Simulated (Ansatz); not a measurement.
A series of calculations on CH5Al

## 1. Relaxation

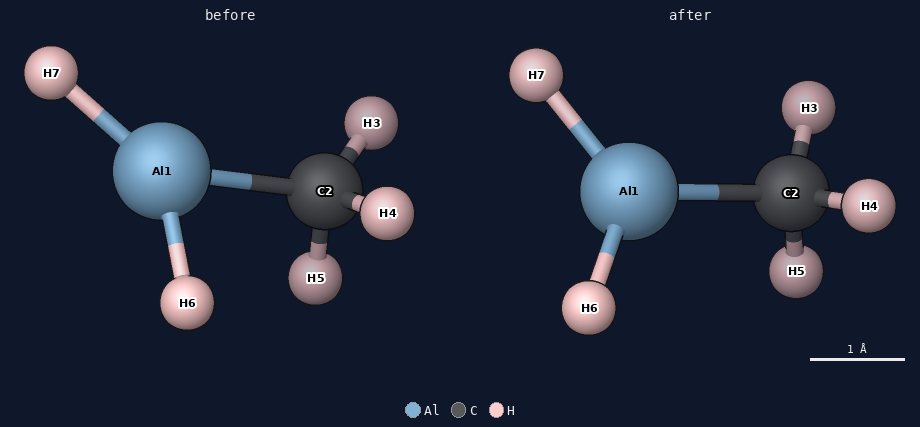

The structure of CH5Al before (left) and after (right) a relaxation, at one scale.

A ball-and-stick model, seen at a tilt.

The run prepares an end point of a later path (reaction) calculation, from a guessed geometry.

Computed with Ansatz, RHF/6-31G*. Settings: no spin polarisation; force threshold 0.03 eV/Å; at most 50 steps.

Q: Summarise the run.

A: The atom that moves furthest after the best rigid fit is H6 (0.73 Å). By element the largest moves are H 0.73 Å, Al 0.24 Å, C 0.08 Å. Some distances before and after: Al1–H6 1.550 → 1.589 Å, Al1–C2 1.946 → 1.972 Å, Al1–H7 1.577 → 1.589 Å. Among the angles between lasting bonds that change: C2–Al1–H6 84.8° → 120.0°, C2–Al1–H7 140.0° → 121.4°, H6–Al1–H7 135.2° → 118.6°. The energy falls by 15.9 kcal/mol in 6 geometry steps. Largest force component: 1.8 eV/Å at the start, 0.0067 eV/Å at the end. The run took 4.2 s on 1 thread of Arm Neoverse V1, with other jobs on the host, peak memory 0.092 GiB.

Limits of the set-up: Hartree-Fock leaves out electron correlation.

## 2. Relaxation

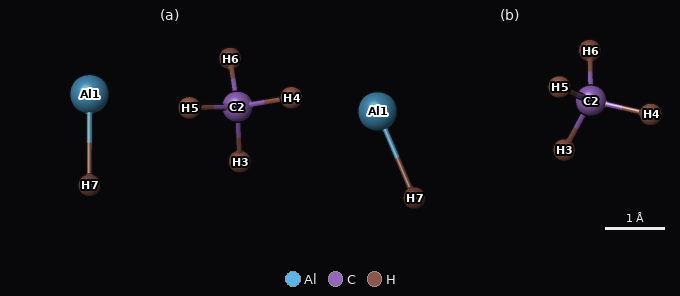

The structure of CH5Al before (left) and after (right) a relaxation, at one scale.

The picture is a ball-and-stick view, seen at a tilt.

The run prepares an end point of a later path (reaction) calculation, from a guessed geometry.

Theory: RHF/6-31G* (Ansatz 0.2.0). Set-up: no spin polarisation; force threshold 0.03 eV/Å; at most 50 steps.

Summarise the run.

Answer. The energy falls by 0.125 eV in 21 geometry steps. Largest force component: 0.42 eV/Å at the start, 0.014 eV/Å at the end. The forces were under the threshold at step 7, but the run went on from there. The largest move after the best rigid fit is that of Al1, 1.06 Å. Largest moves by element: Al 1.06 Å, H 0.76 Å, C 0.35 Å. Some distances before and after: C2–H6 1.096 → 1.084 Å.

Limits of the set-up: the start holds two separate molecules, 2.7 Å apart at their closest, whose relative position is a soft coordinate and is computed without a dispersion correction; Hartree-Fock leaves out electron correlation.

## 3. Path

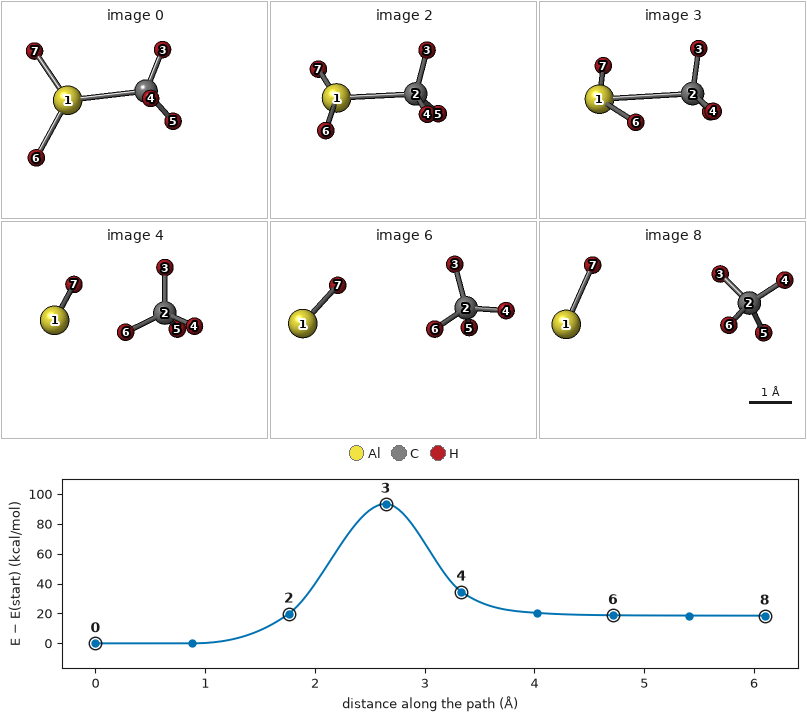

A search for the minimum-energy path of CH₅Al by the nudged elastic band. Images are numbered from 0 (start) to 8 (end). A ball-and-stick model, seen at a tilt.

All numbers below come from Ansatz 0.2.0, RHF/6-31G*. Run with 7 movable images; climbing image; force threshold 0.05 eV/Å; iteration limit 60; starting path through a guess of the saddle point.

**Describe the mechanism and the energy profile.**

Breaking: Al1–C2 (1.97 → 2.27 at the top → 4.51 Å), Al1–H6 (1.59 → 1.57 at the top → 4.27 Å). Forming: C2–H6 (3.09 → 1.70 at the top → 1.08 Å). Forward barrier 93.4 kcal/mol, backward barrier 74.9 kcal/mol, with image 3 at the top; the reaction energy is +18.5 kcal/mol. The band converged in 15 iterations. The largest component of the band force went from 17 to 0.036 eV/Å. The climbing image converged on the top of the path. Its vibrational analysis gives one imaginary mode (1746i cm⁻¹), as a transition state must have.

Limits of the set-up: Hartree-Fock leaves out electron correlation.
